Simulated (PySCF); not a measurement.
# Frequency calculation of AlBr2

- system: AlBr2, multiplicity 2
- method: UKS-based PBE0, Al def2-TZVP, Br def2-TZVP; non-relativistic Hamiltonian; density fitting (PySCF 2.14.0)

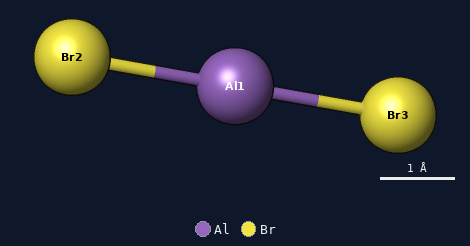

Fig. 1: The structure (ball-and-stick view, seen at a tilt; atoms are numbered from 1 in the order of the input). Sticks mark near contacts. Bond lengths as drawn: Al–Br 2.33 Å.

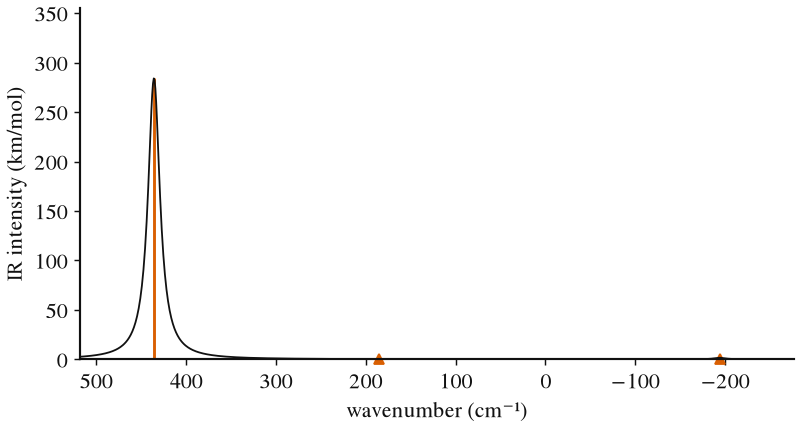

Fig. 2: Harmonic infrared spectrum, unscaled: sticks (degenerate modes added up, dark ones marked on the axis) with a Lorentzian envelope of 16 cm⁻¹ full width, scaled to the tallest stick; imaginary modes are drawn at negative wavenumbers. 4 modes from 194i to 435 cm⁻¹, 2 imaginary beyond 8i (194i, 194i cm⁻¹): not a minimum. The strongest line is at 435 cm⁻¹ (284 km/mol). All modes, in cm⁻¹ (km/mol): 194i (0.8), 194i (0.8), 186 (0.0), 435 (284).

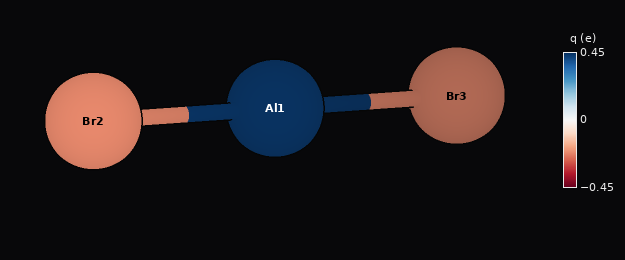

Fig. 3: Mulliken charges, as the colour of each atom (ball-and-stick view, seen at a tilt; atoms are numbered from 1 in the order of the input). By element: Al +0.43 and Br −0.22 e.

These pictures come from the run below.

The input:
```python
from pyscf import gto, scf, dft
mol = gto.M(atom='''
Al     0.000000     0.000000     0.000000
Br     0.000000    -0.000000     2.328892
Br    -0.000000     0.000000    -2.328892''',
    basis={'Al': 'def2-TZVP', 'Br': 'def2-TZVP'},
    charge=0, spin=1)
mf = dft.UKS(mol, xc='PBE0')
mf.grids.atom_grid = (75, 302)
aux = {'Al': 'def2-universal-JKFIT', 'Br': 'def2-universal-JKFIT'}
mf = mf.density_fit(auxbasis=aux)
mf.conv_tol = 1e-09
mf.diis_space = 10
mf.max_cycle = 60
mf.verbose = 4
mf.kernel()
```

The script is an equivalent of the set-up of the self-consistent field. The run itself was carried out by a driver, which started from the orbitals of the step before it where there was one and computed the further properties.

Launched with:
```bash
OMP_NUM_THREADS=4 python axn.py task.json out
```

What the program printed:
```
init E= -5390.11555281807
  alpha nocc = 42  HOMO = -0.205672698110439  LUMO = -0.0529002047620294
  beta  nocc = 41  HOMO = -0.322965643268753  LUMO = -0.114635127258007
  HOMO = -0.20567269811  LUMO = -0.114635127258  gap/eV = 2.47726
cycle= 1 E= -5390.11555281808  delta_E= -5.46e-12  |g|= 2.04e-06  |ddm|= 3.76e-06
  alpha nocc = 42  HOMO = -0.205673046280561  LUMO = -0.0529007106646601
  beta  nocc = 41  HOMO = -0.322965415082189  LUMO = -0.114635492352054
  HOMO = -0.205673046281  LUMO = -0.114635492352  gap/eV = 2.47726
Extra cycle  E= -5390.11555281808  delta_E= -1.82e-12  |g|= 2.98e-06  |ddm|= 5.28e-06
converged SCF energy = -5390.11555281808  <S^2> = 0.75517326  2S+1 = 2.0051666
```

Results in brief:

| quantity | value |
| --- | --- |
| outcome | converged |
| total energy | −5390.115553 hartree |
| ⟨S²⟩ | 0.755 |
| zero-point energy | 0.001415 hartree |
| dipole moment | 0.00 D |
| wavenumbers, lowest and highest | 194i and 435 cm⁻¹ |
| hardware | 4 threads of Arm Neoverse V2, 24 GiB of memory available, shared host |
| wall time | 30 s (CPU time 99 s) |
| peak memory | 1.1 GiB |
